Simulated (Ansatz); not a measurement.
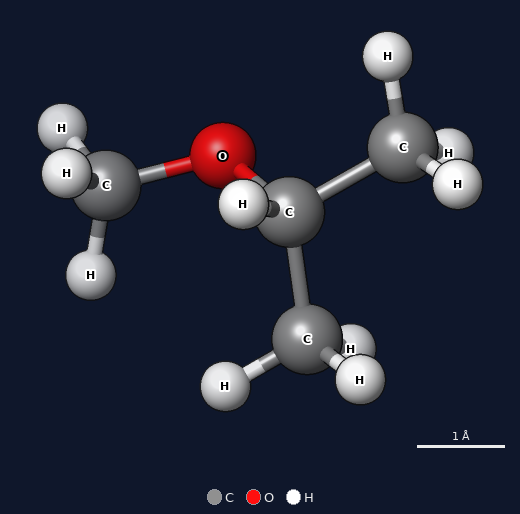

Fig. 1: The structure (ball-and-stick view, seen at a tilt). Bond lengths as drawn: C–C 1.51 to 1.52 Å, C–H 1.09 to 1.10 Å and C–O 1.40 to 1.42 Å.

## C4H10O: single-point calculation

The run: single-point calculation of C4H10O. Method and program: RKS PBE0-D4/def2-TZVPP (Ansatz 0.2.0).

The geometry comes from this level: PBE0-D4/def2-TZVP.

Input:
```yaml
crystal:
  periodic: [false, false, false]
  atoms:
    - {symbol: C, position_ang: [-1.567881, -0.299553, 1.265730]}
    - {symbol: O, position_ang: [-1.092034, -0.314475, -0.049986]}
    - {symbol: C, position_ang: [0.154072, 0.331952, -0.229426]}
    - {symbol: C, position_ang: [1.301774, -0.462558, 0.370292]}
    - {symbol: C, position_ang: [0.324776, 0.531583, -1.718488]}
    - {symbol: H, position_ang: [-0.963886, -0.918293, 1.941564]}
    - {symbol: H, position_ang: [-1.600326, 0.722850, 1.669389]}
    - {symbol: H, position_ang: [-2.581945, -0.700595, 1.247996]}
    - {symbol: H, position_ang: [0.107951, 1.317494, 0.263725]}
    - {symbol: H, position_ang: [2.250221, 0.049975, 0.193681]}
    - {symbol: H, position_ang: [1.353048, -1.452427, -0.090500]}
    - {symbol: H, position_ang: [1.192364, -0.589420, 1.448993]}
    - {symbol: H, position_ang: [1.254725, 1.062199, -1.932837]}
    - {symbol: H, position_ang: [0.353967, -0.436015, -2.225595]}
    - {symbol: H, position_ang: [-0.508624, 1.106382, -2.125334]}
basis:
  gaussian: {orbitals: def2-TZVPP}
hamiltonian: {xc: pbe0, dispersion: d4}
output: {orbitals: {seedname: orbitals}}
```

Machine: 4 threads of Arm Neoverse V2, 23 GiB of memory available, shared host.

Launched with:
```bash
ansatz run in.yaml --threads 4 --pin off --events-out ev --progress --plain --max-ram 10444MiB
```

Output:
```
Functional definition: PBE0
  name "PBE0"
  cite "Adamo & Barone, J. Chem. Phys. 110, 6158 (1999) doi:10.1063/1.478522"
  cite "Perdew, Burke & Ernzerhof, Phys. Rev. Lett. 77, 3865 (1996) doi:10.1103/PhysRevLett.77.3865"
  parent pbe
  parameter a = 0.25
  parameter kappa = 0.804
  parameter beta = 0.06672455060314922
  exchange = (1 - a)*pbe_x(kappa = kappa, mu = beta*pi^2/3) + a*exact_x
  correlation = pbe_c(beta = beta)
1461 factors; their error is unknown
mean field evaluation 1: about -6342.8810 eV, gradient 6.7e1 eV
mean field evaluation 2: about -6339.3429 eV, gradient 7.6e1 eV
mean field evaluation 4: about -6353.0503 eV, gradient 4.3e0 eV
mean field evaluation 8: about -6353.0811 eV, gradient 4.5e-2 eV
mean field evaluation 16: about -6353.0627 eV, gradient 3.3e-5 eV
mean field -6353.06265521 eV, -233.4707463184 hartree, gradient 3.3e-5 eV, S^2 0.000000; 0 other end points of the search recorded, 0 dependent functions left out
reference -6353.06269051 eV, -233.4707476159 hartree; 21, 21 occupied and 274, 274 virtual orbitals, 1461 factors
Total energy: -6353.27897897 eV, -233.4786960700 hartree
```

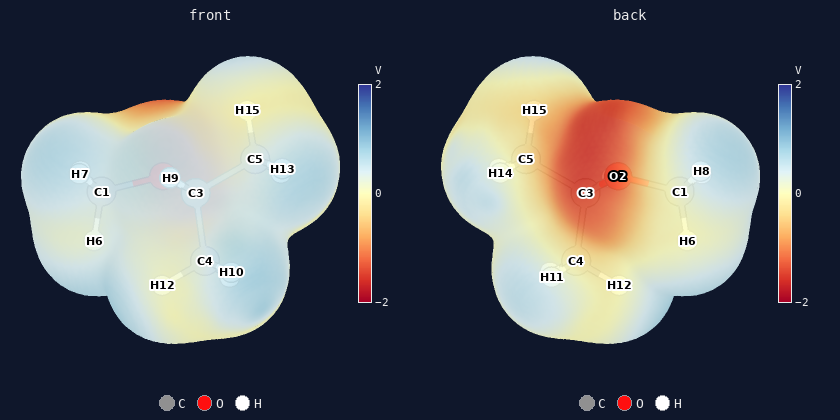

Fig. 2: The molecular electrostatic potential painted on the density surface at 0.002 e/bohr³, seen at a tilt and from behind; the colour scale runs from red (negative) to blue (positive).

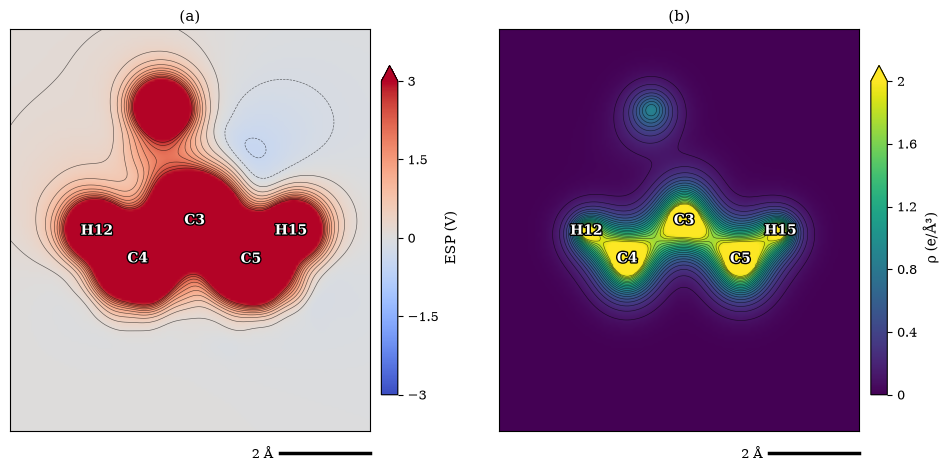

Fig. 3: (a) molecular electrostatic potential; (b) electron density on the plane of atoms C3, C4 and H12. The plane passes through C and H nuclei. C–C (1.51 Å): ρ is about 1.7 e/Å³ halfway. C–H (1.09 Å): ρ at the midpoint is about 2 e/Å³.

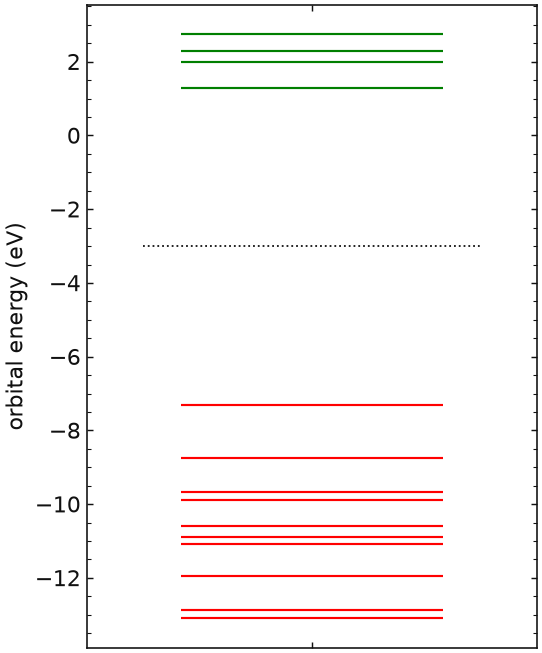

Fig. 4: Orbital energies near the frontier; the dotted line parts filled from empty levels, and levels within 0.02 eV of each other stand side by side. Highest filled −7.30 eV, lowest empty 1.28 eV, 8.58 eV apart.

Key numbers:

```tsv
quantity	value
outcome	converged
total energy	−6353.2790 eV
mean-field energy	−6353.0627 eV
dispersion energy	−0.2163 eV
SCF solution under orbital rotations	stable
HOMO	−7.30 eV
LUMO	1.28 eV
wall time	2.8 s (CPU time 10 s)
peak memory	0.71 GiB
```
